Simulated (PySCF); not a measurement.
Breaking a bond: SMILES B (H3B). The B1–H4 bond (B1 also carries H, H; H4 carries nothing else) is varied alone, starting from the PBE0/def2-TZVP optimised geometry.

- UKS-r2SCAN = unrestricted r2SCAN/cc-pVDZ run with PySCF
- RKS-LDA (SVWN5) = restricted LDA (SVWN5)/cc-pVDZ (PySCF)
- UKS-BHandHLYP = unrestricted BHandHLYP/cc-pVDZ run with PySCF 2.14.0

Magnitude of the dipole moment (D; its direction can reverse along the curve, and a method can change to another solution) and Mulliken charge of the fragment that holds B1:

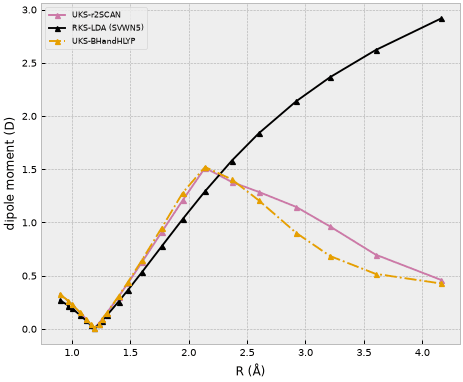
Figure. Dipole moment against bond length.

```json
[
 {"R / Å": "0.90", "μ UKS-r2SCAN": "0.32", "q UKS-r2SCAN": "0.03", "μ RKS-LDA (SVWN5)": "0.27", "q RKS-LDA (SVWN5)": "-0.02", "μ UKS-BHandHLYP": "0.32", "q UKS-BHandHLYP": "0.05"},
 {"R / Å": "0.97", "μ UKS-r2SCAN": "0.26", "q UKS-r2SCAN": "0.04", "μ RKS-LDA (SVWN5)": "0.22", "q RKS-LDA (SVWN5)": "-0.02", "μ UKS-BHandHLYP": "0.26", "q UKS-BHandHLYP": "0.05"},
 {"R / Å": "1.00", "μ UKS-r2SCAN": "0.23", "q UKS-r2SCAN": "0.03", "μ RKS-LDA (SVWN5)": "0.19", "q RKS-LDA (SVWN5)": "-0.02", "μ UKS-BHandHLYP": "0.23", "q UKS-BHandHLYP": "0.05"},
 {"R / Å": "1.07", "μ UKS-r2SCAN": "0.15", "q UKS-r2SCAN": "0.03", "μ RKS-LDA (SVWN5)": "0.13", "q RKS-LDA (SVWN5)": "-0.03", "μ UKS-BHandHLYP": "0.16", "q UKS-BHandHLYP": "0.04"},
 {"R / Å": "1.12", "μ UKS-r2SCAN": "0.09", "q UKS-r2SCAN": "0.02", "μ RKS-LDA (SVWN5)": "0.08", "q RKS-LDA (SVWN5)": "-0.03", "μ UKS-BHandHLYP": "0.10", "q UKS-BHandHLYP": "0.03"},
 {"R / Å": "1.16", "μ UKS-r2SCAN": "0.04", "q UKS-r2SCAN": "0.02", "μ RKS-LDA (SVWN5)": "0.04", "q RKS-LDA (SVWN5)": "-0.03", "μ UKS-BHandHLYP": "0.04", "q UKS-BHandHLYP": "0.03"},
 {"R / Å": "1.19", "μ UKS-r2SCAN": "0.00", "q UKS-r2SCAN": "0.02", "μ RKS-LDA (SVWN5)": "0.00", "q RKS-LDA (SVWN5)": "-0.03", "μ UKS-BHandHLYP": "0.00", "q UKS-BHandHLYP": "0.03"},
 {"R / Å": "1.23", "μ UKS-r2SCAN": "0.05", "q UKS-r2SCAN": "0.02", "μ RKS-LDA (SVWN5)": "0.04", "q RKS-LDA (SVWN5)": "-0.03", "μ UKS-BHandHLYP": "0.05", "q UKS-BHandHLYP": "0.02"},
 {"R / Å": "1.26", "μ UKS-r2SCAN": "0.09", "q UKS-r2SCAN": "0.02", "μ RKS-LDA (SVWN5)": "0.08", "q RKS-LDA (SVWN5)": "-0.03", "μ UKS-BHandHLYP": "0.09", "q UKS-BHandHLYP": "0.02"},
 {"R / Å": "1.30", "μ UKS-r2SCAN": "0.15", "q UKS-r2SCAN": "0.02", "μ RKS-LDA (SVWN5)": "0.13", "q RKS-LDA (SVWN5)": "-0.03", "μ UKS-BHandHLYP": "0.15", "q UKS-BHandHLYP": "0.02"},
 {"R / Å": "1.40", "μ UKS-r2SCAN": "0.30", "q UKS-r2SCAN": "0.02", "μ RKS-LDA (SVWN5)": "0.26", "q RKS-LDA (SVWN5)": "-0.02", "μ UKS-BHandHLYP": "0.31", "q UKS-BHandHLYP": "0.03"},
 {"R / Å": "1.48", "μ UKS-r2SCAN": "0.43", "q UKS-r2SCAN": "0.03", "μ RKS-LDA (SVWN5)": "0.36", "q RKS-LDA (SVWN5)": "-0.01", "μ UKS-BHandHLYP": "0.44", "q UKS-BHandHLYP": "0.03"},
 {"R / Å": "1.60", "μ UKS-r2SCAN": "0.63", "q UKS-r2SCAN": "0.04", "μ RKS-LDA (SVWN5)": "0.53", "q RKS-LDA (SVWN5)": "0.00", "μ UKS-BHandHLYP": "0.65", "q UKS-BHandHLYP": "0.05"},
 {"R / Å": "1.77", "μ UKS-r2SCAN": "0.91", "q UKS-r2SCAN": "0.06", "μ RKS-LDA (SVWN5)": "0.78", "q RKS-LDA (SVWN5)": "0.02", "μ UKS-BHandHLYP": "0.95", "q UKS-BHandHLYP": "0.07"},
 {"R / Å": "1.95", "μ UKS-r2SCAN": "1.21", "q UKS-r2SCAN": "0.08", "μ RKS-LDA (SVWN5)": "1.03", "q RKS-LDA (SVWN5)": "0.04", "μ UKS-BHandHLYP": "1.28", "q UKS-BHandHLYP": "0.09"},
 {"R / Å": "2.14", "μ UKS-r2SCAN": "1.51", "q UKS-r2SCAN": "0.09", "μ RKS-LDA (SVWN5)": "1.29", "q RKS-LDA (SVWN5)": "0.06", "μ UKS-BHandHLYP": "1.52", "q UKS-BHandHLYP": "0.10"},
 {"R / Å": "2.37", "μ UKS-r2SCAN": "1.38", "q UKS-r2SCAN": "0.08", "μ RKS-LDA (SVWN5)": "1.58", "q RKS-LDA (SVWN5)": "0.08", "μ UKS-BHandHLYP": "1.40", "q UKS-BHandHLYP": "0.08"},
 {"R / Å": "2.60", "μ UKS-r2SCAN": "1.29", "q UKS-r2SCAN": "0.07", "μ RKS-LDA (SVWN5)": "1.84", "q RKS-LDA (SVWN5)": "0.09", "μ UKS-BHandHLYP": "1.21", "q UKS-BHandHLYP": "0.06"},
 {"R / Å": "2.92", "μ UKS-r2SCAN": "1.15", "q UKS-r2SCAN": "0.05", "μ RKS-LDA (SVWN5)": "2.14", "q RKS-LDA (SVWN5)": "0.10", "μ UKS-BHandHLYP": "0.90", "q UKS-BHandHLYP": "0.03"},
 {"R / Å": "3.21", "μ UKS-r2SCAN": "0.96", "q UKS-r2SCAN": "0.04", "μ RKS-LDA (SVWN5)": "2.36", "q RKS-LDA (SVWN5)": "0.11", "μ UKS-BHandHLYP": "0.68", "q UKS-BHandHLYP": "0.02"},
 {"R / Å": "3.60", "μ UKS-r2SCAN": "0.70", "q UKS-r2SCAN": "0.02", "μ RKS-LDA (SVWN5)": "2.62", "q RKS-LDA (SVWN5)": "0.11", "μ UKS-BHandHLYP": "0.52", "q UKS-BHandHLYP": "0.01"},
 {"R / Å": "4.16", "μ UKS-r2SCAN": "0.46", "q UKS-r2SCAN": "0.00", "μ RKS-LDA (SVWN5)": "2.92", "q RKS-LDA (SVWN5)": "0.12", "μ UKS-BHandHLYP": "0.43", "q UKS-BHandHLYP": "0.00"}
]
```

The unrestricted determinant behind UKS-r2SCAN is spin-contaminated at 2.37 to 4.16 Å (<S²> up to 1.0, against 0.00 for a pure singlet). At the longest distance RKS-LDA (SVWN5) leaves fractional charges on the fragments, a sign of delocalisation error or of the restricted form. The restricted form behind RKS-LDA (SVWN5) keeps the bonding electrons paired and can't separate into open-shell fragments. The unrestricted determinant behind UKS-BHandHLYP is spin-contaminated at 2.14 to 4.16 Å (<S²> up to 1.0, against 0.00 for a pure singlet).
